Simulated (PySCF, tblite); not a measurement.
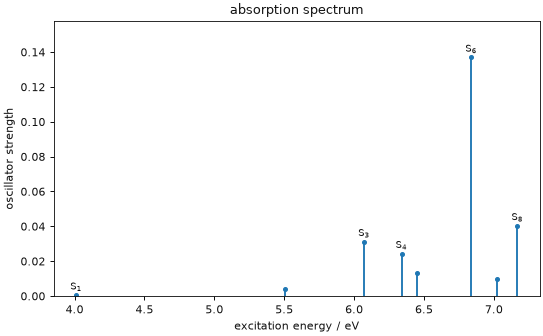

Computed absorption of C₄H₁₁NSSi, SMILES C=N[SiH2][C@@H](C)CS. Vertical TDDFT excitations, CAM-B3LYP/def2-SVPD in PySCF 2.14.0, at a GFN2-xTB geometry (a minimum by its frequencies), gas phase. Only the first 8 singlet excitations are included.

Question: Does any vertical transition fall in the visible?

Answer: No singlet lies below 3.1 eV (beyond 400 nm), so at this level no vertical transition falls in the visible.

Question: List the transitions behind the spectrum.

Answer:
```tsv
state	E (eV)	λ (nm)	f	main character
S1	4.01	309	0.001	HOMO−1 → LUMO (90 %)
S2	5.51	225	0.004	HOMO → LUMO+1 (37 %)
S3	6.07	204	0.031	HOMO → LUMO+2 (48 %)
S4	6.34	196	0.024	HOMO → LUMO (86 %)
S5	6.45	192	0.013	HOMO−1 → LUMO+1 (55 %)
S6	6.84	181	0.137	HOMO−2 → LUMO (93 %)
S7	7.02	177	0.010	HOMO → LUMO+5 (31 %)
S8	7.17	173	0.040	HOMO−1 → LUMO+2 (18 %)
```

Caveats: the tight-binding geometry is rougher than a DFT one and adds to the error; one conformer of a flexible molecule; core orbitals are frozen in the response.
